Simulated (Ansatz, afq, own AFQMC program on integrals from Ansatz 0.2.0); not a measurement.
# GeHO+ (triplet): AFQMC on the coupled-cluster ladder, cc-pVDZ

How near does AFQMC come to the top of the ladder for GeHO+ (triplet)?

Program: Ansatz 0.2.0, Gaussian basis, and an in-house AFQMC program (afq) on its integrals; all values are calculated. Level of theory: cc-pVDZ, frozen cores. These are calculated values, not measurements.

To be run: PBE (unrestricted); r2SCAN (unrestricted); PBE0 (unrestricted); B3LYP (unrestricted); wB97M-V (unrestricted); B2PLYP (unrestricted); CCSD(T) on UHF; CCSDT(Q) on UHF; Phaseless AFQMC, CISD trial on UHF.

1 further run of the same task is left out (it didn't finish).

## Step 1: The system

The geometry is a PBE0/def2-TZVP stationary point (not a proven minimum) of the parent state, kept for this charge and spin. No spin-orbit coupling is included. The filled d shell of Ge may be among the frozen orbitals whatever the setting's name suggests; the logs give the count.

3 atoms, charge 1, spin multiplicity 3.

Atoms are counted from 1 here; the program's logs count them from 0.

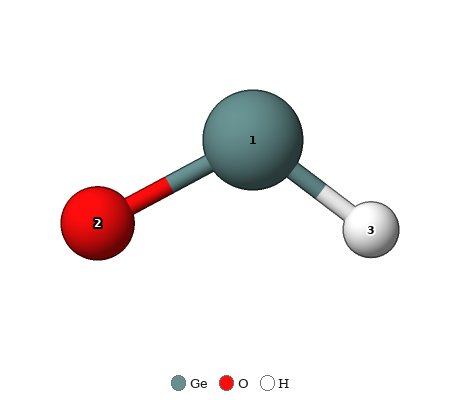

The structure; germanium teal, oxygen red, hydrogen white; atoms are numbered from 1 in the order of the file.

## Step 2: PBE (unrestricted)

Input file in.yaml:

```yaml
crystal:
  periodic: [false, false, false]
  atoms:
    - {symbol: Ge, position_ang: [0.000000, -0.037540, 0.321995]}
    - {symbol: O, position_ang: [0.000000, 0.086176, -1.528961]}
    - {symbol: H, position_ang: [0.000000, 1.337542, 1.064259]}
basis:
  gaussian: {orbitals: cc-pVDZ}
total_charge: 1
magnetization: {spin_polarized: true, initial_magnetization: 2}
hamiltonian: {xc: {name: PBE}}
output: {orbitals: {seedname: orbitals}}
```

Run with:

```sh
ansatz run in.yaml --threads 1 --pin off --events-out ev --progress --plain --max-ram 1382MiB
```

Output:

```text
Functional definition: PBE
  name "PBE"
  cite "Perdew, Burke & Ernzerhof, Phys. Rev. Lett. 77, 3865 (1996) doi:10.1103/PhysRevLett.77.3865"
  parent pbe
  parameter kappa = 0.804
  parameter beta = 0.06672455060314922
  exchange = pbe_x(kappa = kappa, mu = beta*pi^2/3)
  correlation = pbe_c(beta = beta)
568 factors; their error is unknown
mean field evaluation 1: about -58517.3133 eV, gradient 8.7e1 eV
mean field evaluation 2: about -58206.7941 eV, gradient 1.5e2 eV
mean field evaluation 4: about -58544.3210 eV, gradient 4.5e1 eV
mean field evaluation 8: about -58557.7510 eV, gradient 3.8e-1 eV
mean field evaluation 16: about -58557.7353 eV, gradient 6.8e-5 eV
mean field evaluation 32: about -58557.5790 eV, gradient 9.2e-7 eV
mean field -58557.73529679 eV, -2151.9570802983 hartree, gradient 5.4e-6 eV, S^2 2.006571; 4 other end points of the search recorded, 0 dependent functions left out
reference -58557.73532237 eV, -2151.9570812386 hartree; 21, 19 occupied and 25, 27 virtual orbitals, 568 factors
Total energy: -58557.73532237 eV, -2151.9570812386 hartree
```

Run time: 1.7 s. Hardware: 1 thread of Intel Xeon 6975P-C (Granite Rapids), shared host.

From the report: ⟨S²⟩ of the determinant 2.007 (pure triplet: 2.00).

## Step 3: r2SCAN (unrestricted)

in.yaml, as its differences from that of step 2:

```diff
@@ -10,3 +10,2 @@
 magnetization: {spin_polarized: true, initial_magnetization: 2}
-hamiltonian: {xc: {name: PBE}}
-output: {orbitals: {seedname: orbitals}}
+hamiltonian: {xc: {name: r2SCAN}}
```

The command is unchanged.

Output, cut to the lines that bear on the results:

```text
Functional definition: r2SCAN
  name "r2SCAN"
  cite "Furness, Kaplan, Ning, Perdew & Sun, J. Phys. Chem. Lett. 11, 8208 (2020) doi:10.1021/acs.jpclett.0c02405"
  cite "Furness, Kaplan, Ning, Perdew & Sun, J. Phys. Chem. Lett. 11, 9248 (2020) doi:10.1021/acs.jpclett.0c03077"
  parent r2scan
[...]
568 factors; their error is unknown
[...]
mean field -58567.07188342 eV, -2152.3001935286 hartree, gradient 9.7e-6 eV, S^2 2.014683; 4 other end points of the search recorded, 0 dependent functions left out
reference -58567.07189227 eV, -2152.3001938538 hartree; 21, 19 occupied and 25, 27 virtual orbitals, 568 factors
Total energy: -58567.07189227 eV, -2152.3001938538 hartree
```

It took 4.2 s on 1 thread of Intel Xeon 6975P-C (Granite Rapids), shared host.

From the report: ⟨S²⟩ of the determinant 2.015 (pure triplet: 2.00).

## Step 4: PBE0 (unrestricted)

in.yaml, as its differences from that of step 3:

```diff
@@ -10,2 +10,3 @@
 magnetization: {spin_polarized: true, initial_magnetization: 2}
-hamiltonian: {xc: {name: r2SCAN}}
+hamiltonian: {xc: {name: PBE0}}
+output: {orbitals: {seedname: orbitals}}
```

Launched as before.

Output, cut to the lines that bear on the results:

```text
Functional definition: PBE0
  name "PBE0"
  cite "Adamo & Barone, J. Chem. Phys. 110, 6158 (1999) doi:10.1063/1.478522"
  cite "Perdew, Burke & Ernzerhof, Phys. Rev. Lett. 77, 3865 (1996) doi:10.1103/PhysRevLett.77.3865"
  parent pbe
[...]
500 factors; integrals over basis functions are off by at most 1.2e-3 eV
[...]
mean field -58559.03550839 eV, -2152.0048621934 hartree, gradient 8.7e-6 eV, S^2 2.011401; 1 other end points of the search recorded, 0 dependent functions left out
reference -58559.03552770 eV, -2152.0048629029 hartree; 21, 19 occupied and 25, 27 virtual orbitals, 500 factors
Total energy: -58559.03552770 eV, -2152.0048629029 hartree
```

Run time: 1.4 s. Hardware: 1 thread of Intel Xeon 6975P-C (Granite Rapids), shared host.

From the report: ⟨S²⟩ of the determinant 2.011 (pure triplet: 2.00).

## Step 5: B3LYP (unrestricted)

in.yaml, as its differences from that of step 4:

```diff
@@ -10,3 +10,2 @@
 magnetization: {spin_polarized: true, initial_magnetization: 2}
-hamiltonian: {xc: {name: PBE0}}
-output: {orbitals: {seedname: orbitals}}
+hamiltonian: {xc: {name: B3LYP}}
```

Launched as before.

Output, cut to the lines that bear on the results:

```text
Functional definition: B3LYP
  name "B3LYP"
  cite "Stephens, Devlin, Chabalowski & Frisch, J. Phys. Chem. 98, 11623 (1994) doi:10.1021/j100096a001"
  cite "Becke, Phys. Rev. A 38, 3098 (1988) doi:10.1103/PhysRevA.38.3098"
  cite "Lee, Yang & Parr, Phys. Rev. B 37, 785 (1988) doi:10.1103/PhysRevB.37.785"
  cite "Vosko, Wilk & Nusair, Can. J. Phys. 58, 1200 (1980) doi:10.1139/p80-159"
[...]
500 factors; integrals over basis functions are off by at most 1.2e-3 eV
[...]
mean field -58569.63178931 eV, -2152.3942683349 hartree, gradient 8.1e-6 eV, S^2 2.011636; 1 other end points of the search recorded, 0 dependent functions left out
reference -58569.63195710 eV, -2152.3942745010 hartree; 21, 19 occupied and 25, 27 virtual orbitals, 500 factors
Total energy: -58569.63195710 eV, -2152.3942745010 hartree
```

It took 1.3 s on 1 thread of Intel Xeon 6975P-C (Granite Rapids), shared host.

From the report: ⟨S²⟩ of the determinant 2.012 (pure triplet: 2.00).

## Step 6: wB97M-V (unrestricted)

in.yaml, as its differences from that of step 5:

```diff
@@ -10,2 +10,3 @@
 magnetization: {spin_polarized: true, initial_magnetization: 2}
-hamiltonian: {xc: {name: B3LYP}}
+hamiltonian: {xc: {name: wB97M-V}}
+output: {orbitals: {seedname: orbitals}}
```

The command is unchanged.

Output, cut to the lines that bear on the results:

```text
Functional definition: wB97M-V
  name "wB97M-V"
  cite "Mardirossian & Head-Gordon, J. Chem. Phys. 144, 214110 (2016) doi:10.1063/1.4952647"
  cite "Becke, J. Chem. Phys. 107, 8554 (1997) doi:10.1063/1.475007"
  cite "Vydrov & Van Voorhis, J. Chem. Phys. 133, 244103 (2010) doi:10.1063/1.3521275"
  # Of w^i u^j: cxij and so on, Table III.
[...]
  gx(w, u) = 1 - cx + cx01*u + cx10*w
  gss(w, u) = css00 + css04*u^4 + css10*w + css20*w^2 + css43*w^4*u^3
  gos(w, u) = cos00 + cos10*w + (cos20 + cos21*u)*w^2 + (cos60 + cos61*u)*w^6
[...]
      + integral(e_c_pw_mod_opposite_spin*gos(b97_w_opposite, b97_u_opposite)) + vv10(b, c)
500 factors; integrals over basis functions are off by at most 1.2e-3 eV
127 factors; integrals over basis functions are off by at most 4.8e-6 eV
[...]
mean field -58564.62244233 eV, -2152.2101782286 hartree, gradient 4.7e-6 eV, S^2 2.013810; 1 other end points of the search recorded, 0 dependent functions left out
reference -58564.62247127 eV, -2152.2101792923 hartree; 21, 19 occupied and 25, 27 virtual orbitals, 500 factors
Total energy: -58564.62247127 eV, -2152.2101792923 hartree
```

Wall time 4.9 s (1 thread of Intel Xeon 6975P-C (Granite Rapids), shared host).

From the report: ⟨S²⟩ of the determinant 2.014 (pure triplet: 2.00).

## Step 7: B2PLYP (unrestricted)

in.yaml, as its differences from that of step 6:

```diff
@@ -10,3 +10,3 @@
 magnetization: {spin_polarized: true, initial_magnetization: 2}
-hamiltonian: {xc: {name: wB97M-V}}
-output: {orbitals: {seedname: orbitals}}
+hamiltonian: {xc: {name: B2PLYP}}
+correlation: {electrons: outside_noble_gas}
```

The command is unchanged.

Output, cut to the lines that bear on the results:

```text
Functional definition: B2PLYP
  name "B2PLYP"
  cite "Grimme, J. Chem. Phys. 124, 034108 (2006) doi:10.1063/1.2148954"
  cite "Becke, Phys. Rev. A 38, 3098 (1988) doi:10.1103/PhysRevA.38.3098"
  cite "Lee, Yang & Parr, Phys. Rev. B 37, 785 (1988) doi:10.1103/PhysRevB.37.785"
[...]
500 factors; integrals over basis functions are off by at most 1.2e-3 eV
[...]
mean field -58553.54154951 eV, -2151.8029629286 hartree, gradient 1.5e-7 eV, S^2 2.021507; 4 other end points of the search recorded, 0 dependent functions left out
15 core orbitals not correlated: weight in the atoms' cores, before any rotation towards them, 0.997 or more for the frozen orbitals, at most 0.006 for the correlated occupied ones
reference -58553.54165658 eV, -2151.8029668631 hartree; 6, 4 occupied and 25, 27 virtual orbitals, 500 factors
second order -6.99230934 eV of doubles, -0.00000000 eV of singles
Total energy: -58555.42958010 eV, -2151.8723467729 hartree
```

It took 3.6 s on 1 thread of Intel Xeon 6975P-C (Granite Rapids), shared host.

From the report: ⟨S²⟩ of the determinant 2.022 (pure triplet: 2.00).

## Step 8: CCSD(T) on UHF

in.yaml, as its differences from that of step 7:

```diff
@@ -10,3 +10,2 @@
 magnetization: {spin_polarized: true, initial_magnetization: 2}
-hamiltonian: {xc: {name: B2PLYP}}
-correlation: {electrons: outside_noble_gas}
+correlation: {method: ccsd_t, electrons: outside_noble_gas, hamiltonian_folder: ham}
```

The command is unchanged.

Output, cut to the lines that bear on the results:

```text
Functional definition: HF
  name "HF"
  cite "Fock, Z. Phys. 61, 126 (1930) doi:10.1007/BF01340294"
  parent pbe
[...]
500 factors; integrals over basis functions are off by at most 1.2e-3 eV
[...]
mean field -58515.28589410 eV, -2150.3970935229 hartree, gradient 2.2e-6 eV, S^2 2.040578; 17 other end points of the search recorded, 0 dependent functions left out
determinant -58515.28589410 eV, -2150.3970935229 hartree, with singles and doubles -58521.39761269 eV, -2150.6216950384 hartree
determinant -58515.12346494 eV, -2150.3911243612 hartree, with singles and doubles -58521.20955297 eV, -2150.6147839711 hartree
determinant -58513.08607609 eV, -2150.3162517021 hartree, with singles and doubles -58519.45711545 eV, -2150.5503830800 hartree
determinant -58512.94869659 eV, -2150.3112030986 hartree, with singles and doubles -58518.58543799 eV, -2150.5183495242 hartree
[...]
determinant -58512.22718644 eV, -2150.2846880896 hartree, with singles and doubles -58518.38967137 eV, -2150.5111552339 hartree
determinant -58512.17244345 eV, -2150.2826763220 hartree, with singles and doubles -58518.20284493 eV, -2150.5042894887 hartree
determinant -58515.28589410 eV, -2150.3970935229 hartree, with singles and doubles -58521.40256502 eV, -2150.6218770332 hartree
determinant -58515.12346494 eV, -2150.3911243612 hartree, with singles and doubles -58521.21476904 eV, -2150.6149756583 hartree
15 core orbitals not correlated: weight in the atoms' cores, before any rotation towards them, 0.997 or more for the frozen orbitals, at most 0.005 for the correlated occupied ones
reference -58515.28589410 eV, -2150.3970935229 hartree; 6, 4 occupied and 25, 27 virtual orbitals, 500 factors
second order -5.39464882 eV of doubles, -0.00000000 eV of singles
cycle   1  -6.11666714 eV  change    3.8e-6 eV  update   3.5e-6
perturbative correction -0.18809268 eV, -0.0069122786 hartree
Total energy: -58521.59065393 eV, -2150.6287891730 hartree
```

Run time: 8.5 s. Hardware: 1 thread of Intel Xeon 6975P-C (Granite Rapids), shared host.

From the report: ⟨S²⟩ of the determinant 2.041 (pure triplet: 2.00); correlation -6.3048 eV; T1 0.033; largest double amplitude 0.05.

This run also writes the integrals to the folder ham.

## Step 9: CCSDT(Q) on UHF

in.yaml, as its differences from that of step 8:

```diff
@@ -10,2 +10,2 @@
 magnetization: {spin_polarized: true, initial_magnetization: 2}
-correlation: {method: ccsd_t, electrons: outside_noble_gas, hamiltonian_folder: ham}
+correlation: {method: ccsdt_q, electrons: outside_noble_gas}
```

Same command.

Output, cut to the lines that bear on the results:

```text
Functional definition: HF
  name "HF"
  cite "Fock, Z. Phys. 61, 126 (1930) doi:10.1007/BF01340294"
  parent pbe
[...]
857 factors; integrals over basis functions are off by at most 1.4e-7 eV
[...]
mean field -58515.28606724 eV, -2150.3970998857 hartree, gradient 3.7e-6 eV, S^2 2.040578; 17 other end points of the search recorded, 0 dependent functions left out
determinant -58515.28606724 eV, -2150.3970998857 hartree, with singles and doubles -58521.39779054 eV, -2150.6217015741 hartree
determinant -58515.12364031 eV, -2150.3911308061 hartree, with singles and doubles -58521.20973316 eV, -2150.6147905928 hartree
determinant -58513.08627352 eV, -2150.3162589575 hartree, with singles and doubles -58519.45731464 eV, -2150.5503904002 hartree
determinant -58512.94886723 eV, -2150.3112093694 hartree, with singles and doubles -58518.58561848 eV, -2150.5183561573 hartree
[...]
determinant -58512.17262557 eV, -2150.2826830146 hartree, with singles and doubles -58518.20302854 eV, -2150.5042962360 hartree
determinant -58515.28606724 eV, -2150.3970998857 hartree, with singles and doubles -58521.40274264 eV, -2150.6218835607 hartree
determinant -58515.12364031 eV, -2150.3911308061 hartree, with singles and doubles -58521.21494937 eV, -2150.6149822853 hartree
15 core orbitals not correlated: weight in the atoms' cores, before any rotation towards them, 0.997 or more for the frozen orbitals, at most 0.005 for the correlated occupied ones
reference -58515.28606724 eV, -2150.3970998857 hartree; 6, 4 occupied and 25, 27 virtual orbitals, 857 factors
second order -5.39467126 eV of doubles, -0.00000000 eV of singles
cycle   1  -5.74722366 eV  change   -3.5e-1 eV  update   1.0e-1
[...]
cycle  31  -6.35148536 eV  change    2.8e-7 eV  update   7.4e-7
perturbative correction -0.02610162 eV, -0.0009592168 hartree
Total energy: -58521.66365422 eV, -2150.6314718842 hartree
```

Run time: 18 s. Hardware: 1 thread of Intel Xeon 6975P-C (Granite Rapids), shared host; peak memory 0.25 GiB.

From the report: ⟨S²⟩ of the determinant 2.041 (pure triplet: 2.00); correlation -6.3776 eV; T1 0.035; largest double amplitude 0.06.

## Step 10: Phaseless AFQMC, CISD trial on UHF

It reads the integrals that the CCSD(T) run on this determinant wrote.

Run with:

```sh
afq ham --method phaseless --trial cisd --walkers 60 --populations 1 --least-time 40 --time-step 0.005 --steps-per-block 50 --equilibration-blocks 28 --max-blocks 300 --target-error 0.00038 --factor-cut 1e-05 --start spin_pure --seed 7230 --release-times 0.24,0.51,0.99,1.62,2.4 --release-step 0.03 --release-every 4 --taylor-order 6
```

Output:

```text
orbitals 31  electrons 6 4  factors 234 of 500
reference energy -2150.39709352 Eh
CCSD correlation -0.22478311 Eh in 16 cycles, weight of the determinant in the CISD state 0.8897
energy of the start -2150.620620 Eh
 block  time / (1/Eh)  mean weight  energy / Eh
     1     0.250  0.9997  -2150.619757
     2     0.500  1.0014  -2150.624747
     3     0.750  0.9968  -2150.626237
     4     1.000  1.0007  -2150.631792
     5     1.250  0.9992  -2150.630042
     6     1.500  0.9971  -2150.628981
     7     1.750  1.0021  -2150.634020
     8     2.000  0.9990  -2150.626506
     9     2.250  0.9988  -2150.634849
    10     2.500  1.0016  -2150.634222
    17     4.250  0.9994  -2150.633119
    25     6.250  1.0006  -2150.626514
    33     8.250  0.9994  -2150.638007
    41    10.250  1.0006  -2150.637482
    49    12.250  1.0000  -2150.620111
    57    14.250  0.9985  -2150.623588
    65    16.250  1.0010  -2150.635108
    73    18.250  1.0010  -2150.628979
    81    20.250  1.0006  -2150.625662
    89    22.250  1.0016  -2150.624961
    97    24.250  0.9981  -2150.626690
   105    26.250  0.9984  -2150.630190
   113    28.250  0.9970  -2150.631085
   121    30.250  0.9986  -2150.631991
   129    32.250  0.9984  -2150.628445
   137    34.250  1.0007  -2150.631763
   145    36.250  0.9985  -2150.627965
   153    38.250  1.0014  -2150.627940
   161    40.250  0.9995  -2150.629403
   169    42.250  1.0013  -2150.627191
   177    44.250  0.9993  -2150.624748
   185    46.250  1.0018  -2150.632456
   193    48.250  1.0000  -2150.634816
   201    50.250  1.0005  -2150.630304
   209    52.250  1.0000  -2150.623661
   217    54.250  1.0001  -2150.634745
   225    56.250  1.0001  -2150.632219
   233    58.250  1.0005  -2150.634264
   241    60.250  0.9981  -2150.630966
   249    62.250  0.9983  -2150.634274
   257    64.250  0.9993  -2150.620769
   265    66.250  1.0004  -2150.620173
   273    68.250  0.9989  -2150.626195
   281    70.250  1.0005  -2150.630991
   289    72.250  0.9968  -2150.625202
   297    74.250  1.0000  -2150.620838
   305    76.250  1.0007  -2150.631159
   313    78.250  0.9974  -2150.631391
   321    80.250  0.9996  -2150.632029
blocks merged  error / Eh  count
     1  0.000279  300
     2  0.000332  150
     4  0.000377  75
     8  0.000354  37
    16  0.000350  18
    32  0.000439  9
released: time / (1/Eh)  energy / Eh  error  mean overlap
  0.24  -2150.628564  0.000582  1.0114
  0.51  -2150.629898  0.000514  1.0073
  0.99  -2150.629161  0.000492  1.0188
  1.62  -2150.630130  0.000701  1.0087
  2.40  -2150.629340  0.001145  1.0047
energy -2150.628914 +/- 0.000354 Eh
```

Wall time 3.1 min (1 thread of Intel Xeon 6975P-C (Granite Rapids), shared host).

Energy -58521.5940 ± 0.0096 eV. Caveats: constraint bias not in the error.

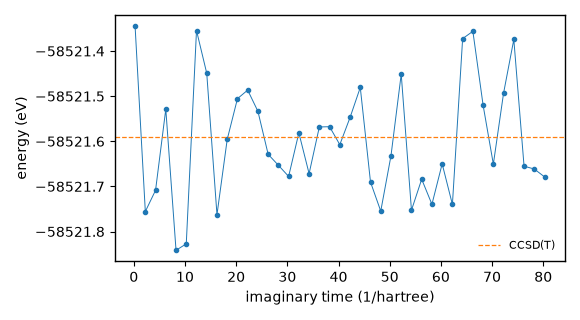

Block energies along the walk.

## Step 11: All levels side by side

On the UHF determinant, counted from CCSDT(Q) (a yardstick, not exact):

| level | energy (eV) | from CCSDT(Q) (kcal/mol) | statistical error (kcal/mol) | time |
| --- | --- | --- | --- | --- |
| HF | -58515.2859 | +147.07 |  |  |
| MP2 | -58520.6805 | +22.67 |  |  |
| CCSD | -58521.4026 | +6.02 |  |  |
| CCSD(T) | -58521.5907 | +1.68 |  |  |
| CCSDT(Q) | -58521.6637 | 0.00 |  |  |
| Phaseless AFQMC, CISD trial, step 0.005, 60 walkers | -58521.5940 | +1.61 | 0.22 | 3.1 min |

The functionals' totals stand on their own zeros and serve differences with other points: PBE -58557.735 eV; r2SCAN -58567.072 eV; PBE0 -58559.036 eV; B3LYP -58569.632 eV; wB97M-V -58564.622 eV; B2PLYP -58555.430 eV.

## Step 12: What came out

```
                                        quantity                  value
                    CCSD(T) on UHF from CCSDT(Q)         +1.68 kcal/mol
Phaseless AFQMC, CISD trial on UHF from CCSDT(Q)  +1.61 ± 0.22 kcal/mol
```

In words: On UHF the phaseless walk with the CISD trial lies +1.61 kcal/mol from CCSDT(Q), 7 times its error bar. Error bars are statistical and leave out the constraint, the time step and what remains of the start.
